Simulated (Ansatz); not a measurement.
# Tc (P6_3/mmc): phonons at finite temperature

Aim: the vibrations and stability of Tc with thermal and zero-point motion included.

Calculated with Ansatz 0.2.0; DFT PBEsol, scalar-relativistic, plane waves, PAW.

### 1. Set-up

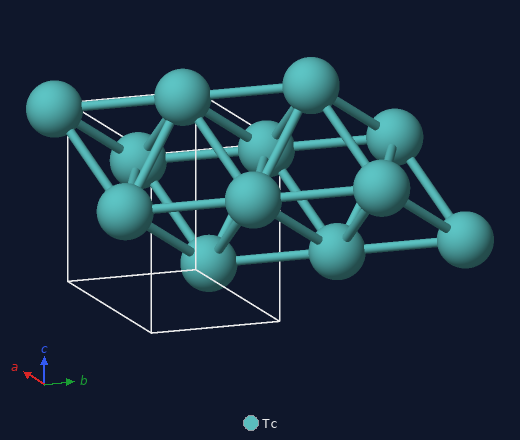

The starting structure, seen from a free direction (technetium teal). 2×3×1 cells are drawn.

### 2. Probe on a coarse mesh

Before spending time, one coarse run tells the gap and the pressure of the starting cell.

File input.yaml:

```yaml
crystal:
  lattice:
    - [2.74, 0.0, 0.0]
    - [-1.37, 2.3729096064, 0.0]
    - [0.0, 0.0, 4.398]
  atoms:
    - { symbol: Tc, position: [0.3333333333, 0.6666666667, 0.25] }
    - { symbol: Tc, position: [0.6666666667, 0.3333333333, 0.75] }
kpoints:
  mp_grid: { grid: [9, 9, 4] }
hamiltonian:
  xc: pbesol
scf:
  occupations: { method: gaussian, width: 0.1 }
  lower_state_search: "off"
output:
  forces: true
  stress: true
  eigenvalues: true
```

Run with:

```
> ansatz run input.yaml --threads 8 --pin off --max-ram 16384MiB --backend cpu --events-out ev --progress --plain --runs-dir out
```

Numbers of over 12 decimals in the logs are rounded to 6 here.

The log of the run:

```text
Engine: ansatz 0.2.0, aarch64-unknown-linux-gnu
Pseudopotentials: kind: paw
Pseudopotential: Tc, paw, valence charge 15, recommended cutoff 500 eV (normal), Tc.paw.azcp
Functional definition: PBEsol
  exchange = pbesol_x
  correlation = pbesol_c
Crystal: 2 atoms, lattice volume = 28.595 Å³
Basis set: ecut = 500 eV, 713 PW (Γ), exchange–correlation on 40×40×72 points (8 copies of the dense FFT grid, shifted against one another)
Bands: 19, of which v1, the nominal top of the filled ones, is band 15 counted from 1 (14 counted from 0)
Symmetry: 24 space group operations
Space group: P63/mmc (ITA 194), of the structure as read, at distance tolerance 3.1e-5 Å
k-points: 36 of 324
Non-local potential: Tc, projectors of the file, l = 0: 3, l = 1: 3, l = 2: 2, l = 3: 2
PAW form: soft (Blöchl's): semilocal exchange-correlation on the pseudo side does not see the compensation charge
PAW frozen core: Tc, regenerated for the run's functional, and the local potential with it (the file was generated under x = pbe(κ = 0.804, μ = 0.219515), c = pbe(β = 0.066725))
PAW one-centre angular grid: Tc, 590 points (default); XC on 64 Gauss nodes
Initial density: superposition of atomic densities (chi_scale 0.1, normalization cell)
Initial wavefunctions: pseudopotential atomic-orbital guess
Functional: x = pbesol(κ = 0.804, μ = 0.123457), c = pbesol(β = 0.046)
SCF iter   1: F=—  HF=-10675.728888 eV  |F-HF|=—  |Δ(HF+E_count)|=         —  Δρ=6.15e-2  dr2=1.05e0  ethr=3.10e-3  ⟨swp⟩=5.0  Hψ=2719  notcnv=0
preconditioner: auto → none  [metal: Δε(μ)=0.000 eV  Ē_g=5.311 eV  σ=0.100 eV  W_gap=0.00  n_scr=8 (ndim 8)  ℏωp=26.0 eV  f_vac=0.000  D(μ)=1.98/eV (n_scr^D=22)  sad-step TF]
SCF iter   2: F=—  HF=-10675.443006 eV  |F-HF|=—  |Δ(HF+E_count)|=   2.86e-1  Δρ=3.19e-2  dr2=2.78e-1  ethr=3.10e-3  ⟨swp⟩=2.2  Hψ=1140  notcnv=0  defer=3
SCF iter   3: F=—  HF=-10675.346762 eV  |F-HF|=—  |Δ(HF+E_count)|=   9.62e-2  Δρ=2.11e-3  dr2=5.23e-4  ethr=9.27e-4  ⟨swp⟩=3.0  Hψ=1354  notcnv=0  defer=3
SCF iter   4: F=—  HF=-10675.346801 eV  |F-HF|=—  |Δ(HF+E_count)|=   3.91e-5  Δρ=4.39e-4  dr2=4.03e-5  ethr=1.74e-6  ⟨swp⟩=2.1  Hψ=1041  notcnv=0  defer=3
SCF iter   5: F=—  HF=-10675.346781 eV  |F-HF|=—  |Δ(HF+E_count)|=   1.98e-5  Δρ=3.70e-5  dr2=1.87e-7  ethr=1.34e-7  ⟨swp⟩=2.9  Hψ=1250  notcnv=0  defer=3
SCF iter   6: F=-10675.346781 eV  HF=-10675.346781 eV  |F-HF|=2.48e-9  |Δ(HF+E_count)|=   1.37e-8  Δρ=6.66e-6  dr2=5.46e-9  ethr=3.33e-10  ⟨swp⟩=5.0  Hψ=2619  notcnv=0
SCF 1 converged in 6 iterations: F = -10675.346781 eV  dr2 = 5.46e-9
  greatest PAW one-centre occupation: 0.990 electrons in one spin orbital (limit 2), on the Tc atom at site 1 (counted from 0), in its partial waves of l = 0
SCF converged after 6 iterations
Free energy (F): -10675.346781 eV
Harris-Foulkes:  -10675.346781 eV  (|F-HF|=2.48e-9)
Internal energy: -10675.332351 eV  (E = F + TS)
E sigma→0 (E₀):  -10675.339566 eV
Entropy (-TS):   -0.014431 eV (-7.215 meV/atom)
Fermi energy:    22.234675 eV
--- Per-component energies (eV) ---
  E_band       = -99.512286
  E_kinetic    = 1245.836315
  E_local      = -2366.672709  (includes V_loc(G=0)·N_el)
  E_nonlocal   = 577.138191
  E_hartree    = 637.975242
  E_xc         = -475.621891
  E_vxc        = -587.878059  (∫ρ·V_xc dr)
  E_paw        = -6439.214199  (= ΣΔE_a)
  E_vpaw       = -243.883829  (= ΣTr[D̂ρ^β])
  E_aug_tail   = -0.000028  (compensation charges beyond the density's cutoff)
  E_ewald      = -3855.226960
  E_core_change = 0.453689  (= ΣΔE_core)
  E_smearing   = -0.014431  (= −TS)
  E_closure    = 0.000000  (closes the sum)
  Σ components = -10675.346781   (vs F -10675.346781, Δ=0.00e0)
--- Forces (eV/Å), atoms counted from 1 ---
  atom   1  Tc     0.00000000     0.00000000     0.00000000
  atom   2  Tc     0.00000000    -0.00000000     0.00000000
  max |Σ_I F_I| component: 9.25e-18 eV/Å
--- Stress (GPa, compression-positive) ---
       -5.287407       0.000000       0.000000
        0.000000      -5.287407       0.000000
        0.000000       0.000000      -8.796059
  P = ⅓ Tr σ = -6.4570 GPa (-64.570 kbar)
--- Band table (eV; the first three rows and the last of 36) ---
  k-point 0: bands = [... 11 lower, 20.6805, 20.7475, 21.4017, 21.4017, 22.1280, 22.1280, 23.8778, 24.7978]
  k-point 1: bands = [... 11 lower, 20.4728, 20.4728, 21.0514, 21.0514, 22.2382, 22.8909, 22.8909, 24.7691]
  k-point 2: bands = [... 11 lower, 20.3418, 20.5518, 20.5518, 20.5518, 20.5518, 24.1215, 24.1215, 24.1215]
  k-point 35: bands = [... 11 lower, 18.9466, 20.4537, 20.4537, 22.1402, 22.1402, 24.8710, 24.8710, 31.5878]
```

Elapsed: 0.28 s, on 8 threads of Arm Neoverse V2, shared host; peak memory 0.31 GiB; 1.3 s of CPU time.

The column dr2 measures how far the density is from self-consistency, as an energy; F and HF (Harris–Foulkes) agree once it is small.

Numbers from this step:

```yaml
pressure: -6.457 GPa
volume_per_atom: 14.30 Å³/atom
gap_on_the_k_mesh: 0 eV
```

The start is under -6.5 GPa at this level and looks like a metal on this mesh.

### 3. Finding the static equilibrium

The vibrations must be taken about the equilibrium of this functional, not about the starting cell, so the structure is relaxed.

input.yaml, as its differences from that of step 2:

```diff
@@ -9,3 +9,3 @@
 kpoints:
-  mp_grid: { grid: [9, 9, 4] }
+  mp_grid: { grid: [18, 18, 10] }
 hamiltonian:
@@ -19 +19,6 @@
   eigenvalues: true
+relax:
+  adjacent_minimum: "off"
+  f_tol: 0.005
+  max_steps: 80
+  cell: { stress_tol: 0.05 }
```

The log of the run:

```text
[...]
Crystal: 2 atoms, lattice volume = 28.595 Å³
Basis set: ecut = 500 eV, 713 PW (Γ), exchange–correlation on 40×40×72 points (8 copies of the dense FFT grid, shifted against one another)
Bands: 19, of which v1, the nominal top of the filled ones, is band 15 counted from 1 (14 counted from 0)
Symmetry: 24 space group operations
[...]
k-points: 222 of 3240
[...]
SCF iter   1: F=—  HF=-10675.742215 eV  |F-HF|=—  |Δ(HF+E_count)|=         —  Δρ=6.07e-2  dr2=1.03e0  ethr=3.10e-3  ⟨swp⟩=5.0  Hψ=16705  notcnv=0
[...]
SCF iter   6: F=-10675.367330 eV  HF=-10675.367330 eV  |F-HF|=1.55e-9  |Δ(HF+E_count)|=   5.03e-8  Δρ=7.29e-6  dr2=8.33e-9  ethr=3.33e-10  ⟨swp⟩=4.6  Hψ=15739  notcnv=0
SCF 1 converged in 6 iterations: F = -10675.367330 eV  dr2 = 8.33e-9
[...]
relax step   1: F+E_penalty+E_count = -10675.36732996 eV  Δ(F+E_penalty+E_count) = +0.000e0 eV  max|allowed force component| = 1.850e-17 eV/Å  Δτ_max = 0.0000 Å  P = -6.581 GPa  Ω = 28.595 Å³  (6 SCF iters, dr2 threshold 1.00e-7 eV, accepted)
Crystal: 2 atoms, lattice volume = 27.112 Å³
Basis set: ecut = 500 eV, 687 PW (Γ), exchange–correlation on 40×40×72 points (8 copies of the dense FFT grid, shifted against one another)
[...]
iter 1 solved again at ethr=4.63e-6 eV; its pass at ethr=3.10e-3 eV (dr2=1.39e-3 eV) is discarded
[...]
SCF iter   6: F=-10675.349789 eV  HF=-10675.349789 eV  |F-HF|=1.82e-12  |Δ(HF+E_count)|=  2.20e-10  Δρ=3.58e-7  dr2=9.08e-12  ethr=3.19e-12  ⟨swp⟩=1.0  Hψ=10804  notcnv=0
SCF 2 converged in 6 iterations: F = -10675.349789 eV  dr2 = 9.08e-12
relax step   2: F+E_penalty+E_count = -10675.34978943 eV  Δ(F+E_penalty+E_count) = +1.754e-2 eV  max|allowed force component| = 1.966e-17 eV/Å  Δτ_max = 0.0000 Å  P = +11.320 GPa  Ω = 27.112 Å³  energy of the carried Pulay correction = +1.731e-4 eV  (6 SCF iters, dr2 threshold 2.00e-7 eV, rejected (line search))
Crystal: 2 atoms, lattice volume = 28.031 Å³
Basis set: ecut = 500 eV, 699 PW (Γ), exchange–correlation on 40×40×72 points (8 copies of the dense FFT grid, shifted against one another)
[...]
SCF iter   6: F=-10675.380100 eV  HF=-10675.380100 eV  |F-HF|=1.82e-12  |Δ(HF+E_count)|=  1.00e-10  Δρ=2.62e-7  dr2=5.93e-12  ethr=1.00e-12  ⟨swp⟩=6.0  Hψ=19344  notcnv=0
SCF 3 converged in 6 iterations: F = -10675.380100 eV  dr2 = 5.93e-12
relax step   3: F+E_penalty+E_count = -10675.38010017 eV  Δ(F+E_penalty+E_count) = -1.277e-2 eV  max|allowed force component| = 2.429e-17 eV/Å  Δτ_max = 0.0000 Å  P = -0.366 GPa  Ω = 28.031 Å³  energy of the carried Pulay correction = +6.474e-5 eV  (6 SCF iters, accepted)
[...]
relax step   4: F+E_penalty+E_count = -10675.38015012 eV  Δ(F+E_penalty+E_count) = -4.995e-5 eV  max|allowed force component| = 3.585e-17 eV/Å  Δτ_max = 0.0000 Å  P = +0.020 GPa  Ω = 27.998 Å³  energy of the carried Pulay correction = +6.855e-5 eV  (6 SCF iters, dr2 threshold 2.00e-7 eV, accepted)
Basis set: ecut = 500 eV, 699 PW (Γ), exchange–correlation on 40×40×64 points (8 copies of the dense FFT grid, shifted against one another)
[...]
SCF iter   8: F=-10675.380104 eV  HF=-10675.380104 eV  |F-HF|=3.64e-12  |Δ(HF+E_count)|=    0.00e0  Δρ=3.18e-10  dr2=2.76e-17  ethr=1.00e-12  ⟨swp⟩=1.7  Hψ=9762  notcnv=0
SCF 5 converged in 8 iterations: F = -10675.380104 eV  dr2 = 2.76e-17
relax step   5: F+E_penalty+E_count = -10675.38010362 eV  Δ(F+E_penalty+E_count) = +4.650e-5 eV  max|allowed force component| = 4.221e-17 eV/Å  Δτ_max = 0.0000 Å  P = +0.009 GPa  Ω = 27.998 Å³  stress off target by 2.41e-2 GPa  SCF on the basis re-selected at this cell (its energy is not comparable with the rows above)  (8 SCF iters)
basis re-selected at this cell: Δ(F+E_penalty+E_count) = +4.650e-5 eV, ΔP = -0.011 GPa vs the last step (what re-selecting the basis moved, of the pressure what is left beyond the Pulay correction that the steps carried, after the strain that the cell walked since its last selection, with what the two solves' SCF thresholds leave and, on support functions, any second-order correction that the steps lacked; it is no measure of the basis error at this ecutwfc). The dense FFT grid was sized anew with the basis: this SCF ran on 20×20×32 points, the steps before it on 20×20×36, so part of this shift can come from that change (see relax.cell in the input reference). [rest of the remark cut]
SCF converged after 8 iterations
Free energy (F): -10675.380104 eV
[...]
Internal energy: -10675.371830 eV  (E = F + TS)
E sigma→0 (E₀):  -10675.375967 eV
Entropy (-TS):   -0.008274 eV (-4.137 meV/atom)
Fermi energy:    22.786493 eV
[...]
--- Stress (GPa, compression-positive) ---
        0.024085       0.000000       0.000000
        0.000000       0.024085       0.000000
        0.000000       0.000000      -0.020965
  P = ⅓ Tr σ = 0.0091 GPa (0.091 kbar)
--- Band table (eV; the first three rows and the last of 222) ---
  k-point 0: bands = [... 11 lower, 21.1935, 21.2983, 21.9488, 21.9488, 22.6566, 22.6566, 24.5447, 25.4365]
  k-point 1: bands = [... 11 lower, 21.1305, 21.2360, 21.8780, 21.8780, 22.8167, 22.8167, 24.2073, 25.4480]
  k-point 2: bands = [... 11 lower, 21.0159, 21.0696, 21.6936, 21.6936, 23.2131, 23.2131, 23.3704, 25.4469]
  k-point 221: bands = [... 11 lower, 19.4199, 20.9921, 20.9921, 22.7051, 22.7051, 25.5071, 25.5071, 32.3747]
--- Relaxed structure (4 steps of the walk, 3 accepted, 1 SCFs on fresh bases) ---
  F+E_penalty+E_count = -10675.38010362 eV   max|allowed force component| = 4.221e-17 eV/Å   (the final SCF, on the basis selected at the relaxed cell)
  cell:  # Å, volume = 27.9977 Å³
    - [2.723892, 0.0, 0.0]
    - [-1.361946, 2.358960, 0.0]
    - [0.0, 0.0, 4.357251]
  atoms:
    - { symbol: Tc, position: [0.333333, 0.666667, 0.250000] }
    - { symbol: Tc, position: [0.666667, 0.333333, 0.750000] }
```

It took 4.9 s on 8 threads; peak memory 0.47 GiB; 35 s of CPU time.

Step by step:

| step | energy less that of the first step (eV) | largest force component (eV/Å) | pressure (GPa) | volume (Å³) |
| --- | --- | --- | --- | --- |
| 1 | 0.0000 | 0.0000 | -6.58 | 28.59 |
| 2 | 0.0175 | 0.0000 | 11.32 | 27.11 |
| 3 | -0.0128 | 0.0000 | -0.37 | 28.03 |
| 4 | -0.0128 | 0.0000 | 0.02 | 28.00 |
| 5* | -0.0128 | 0.0000 | 0.01 | 28.00 |

Relaxation steps marked * repeat the geometry before them on a plane-wave basis chosen anew for their cell, so energy and pressure can jump there. Relaxation step 2 was tried and not accepted.

Forces are held to the 24 operations that the run works with; a distortion that breaks them can't arise in this run.

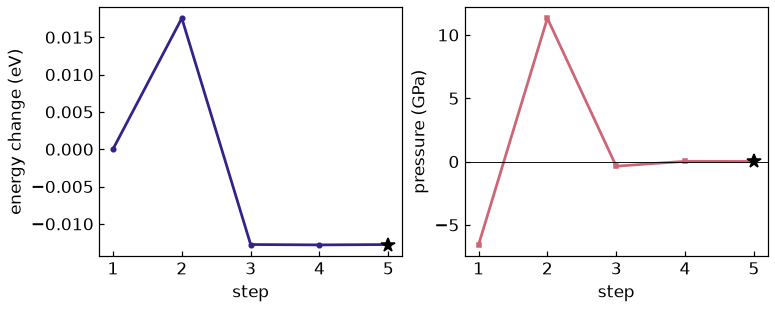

Energy and pressure along the relaxation. Stars mark steps on a basis chosen anew.

| conventional cell, symmetrised | before | after | change |
| --- | --- | --- | --- |
| a (Å) | 2.740 | 2.724 | -0.6 % |
| b (Å) | 2.740 | 2.724 | -0.6 % |
| c (Å) | 4.398 | 4.357 | -0.9 % |
| volume (Å³/atom) | 14.30 | 14.00 | -2.1 % |

Final coordinates:

```xyz
2
Lattice="2.7239 0.0000 0.0000 -1.3619 2.3590 0.0000 0.0000 0.0000 4.3573" Properties=species:S:1:pos:R:3 pbc="T T T"
Tc    0.0000    1.5726    1.0893
Tc    1.3619    0.7863    3.2679
```

This step gave:

* pressure: 0.009068 GPa
* volume per atom: 14.00 Å³/atom

The relaxation ends with a pressure of 0.01 GPa.

### 4. Relaxing to small residual forces and stress

The thresholds are tightened for a last relaxation ahead of the phonons, and where mesh or smearing change with them the cell follows.

input.yaml, the sections that differ from step 3:

```yaml
crystal:
  lattice:
    - [2.7238920782, 0.0, 0.0]
    - [-1.3619460391, 2.3589597369, 0.0]
    - [0.0, 0.0, 4.3572507603]
  atoms:
    - { symbol: Tc, position: [0.3333333333, 0.6666666667, 0.25] }
    - { symbol: Tc, position: [0.6666666667, 0.3333333333, 0.75] }
scf:
  occupations: { method: methfessel_paxton, width: 0.2 }
  lower_state_search: "off"
relax:
  adjacent_minimum: "off"
  f_tol: 0.001
  max_steps: 60
  cell: { stress_tol: 0.01 }
# kpoints, hamiltonian, output: as in step 3
```

The log of the run:

```text
[...]
Crystal: 2 atoms, lattice volume = 27.998 Å³
Basis set: ecut = 500 eV, 699 PW (Γ), exchange–correlation on 40×40×64 points (8 copies of the dense FFT grid, shifted against one another)
Bands: 19, of which v1, the nominal top of the filled ones, is band 15 counted from 1 (14 counted from 0)
Symmetry: 24 space group operations
[...]
k-points: 222 of 3240
[...]
k-point 221: bands = [... 11 lower, 19.4215, 20.9938, 20.9938, 22.7066, 22.7066, 25.5091, 25.5091, 32.3779]
--- Relaxed structure (3 steps of the walk, 3 accepted, 1 SCFs on fresh bases) ---
[...]
cell:  # Å, volume = 27.9956 Å³
    - [2.723681, 0.0, 0.0]
    - [-1.361840, 2.358777, 0.0]
    - [0.0, 0.0, 4.357598]
  atoms:
    - { symbol: Tc, position: [0.333333, 0.666667, 0.25] }
    - { symbol: Tc, position: [0.666667, 0.333333, 0.75] }
[key lines of the parts left out:]
SCF converged after 4 iterations
Free energy (F): -10675.374869 eV
Fermi energy:    22.791034 eV
P = ⅓ Tr σ = 0.0003 GPa (0.003 kbar)
```

It took 3.2 s on 8 threads; peak memory 0.46 GiB; 23 s of CPU time.

Little changed from the start: no atom moved by 0.005 Å and no cell edge by 0.1 %.

Numbers from this step:

```yaml
pressure: 2.74e-4 GPa
```

The residual pressure is 2.7e-4 GPa, small enough for phonons.

### 5. An input with a fault

This input was changed on purpose, to see how the program answers.

File input.yaml:

```yaml
crystal:
  lattice:
    - [2.7236806197, 0.0, 0.0]
    - [-1.3618403099, 2.3587766085, 0.0]
    - [0.0, 0.0, 4.3575983805]
  atoms:
    - { symbol: Tc, position: [0.3333333333, 0.6666666667, 0.25] }
    - { symbol: Tc, position: [0.6666666667, 0.3333333333, 0.75] }
kpoints:
  mp_grid: { grid: [15, 15, 8] }
hamiltonian:
  xc: pbesol
scf:
  occupations: { method: methfessel_paxton, width: 0.2 }
  lower_state_search: "off"
  max_iter: 60
output:
  eigenvalues: true
phonons:
  supercell: [3, 3, 2]
  dielectric: false
  self_consistent: { temperatures: [300], max_frames: 4 }
```

The log of the run:

```text
Error: invalid value for `phonons.self_consistent.max_frames`: must be ≥ 16; got 4
```

It took 0.02 s on 8 threads; peak memory 0.031 GiB.

The input was rejected at the start.

The program's message: “Error: invalid value for `phonons.self_consistent.max_frames`: must be ≥ 16; got 4”

The fault put into the input: too few frames.

### 6. Summary of results

| Item | Value |
| --- | --- |
| phonons at temperature | not obtained |

**Reading.** The sampling at temperature was not started, because a trial frame showed that it would not fit the time allowed; the session ends with the prepared cell.

[Logs are printed without paths, hosts, clocks, repeated set-up lines and the standing remarks that a program may print on its own settings, such as how far it seeks lower states.]

[Hosts, paths, dates, database ids (printed as entryN), source tags and the programs' standing remarks are cut or masked in the printed files.]

[A step with changed settings may run another functional than the one named; its input shows which.]

[Pressures of single members of a volume series are the stress at the run's cutoff; with an incomplete basis they can lie off −dE/dV of the same runs, and they are not shown converged.]
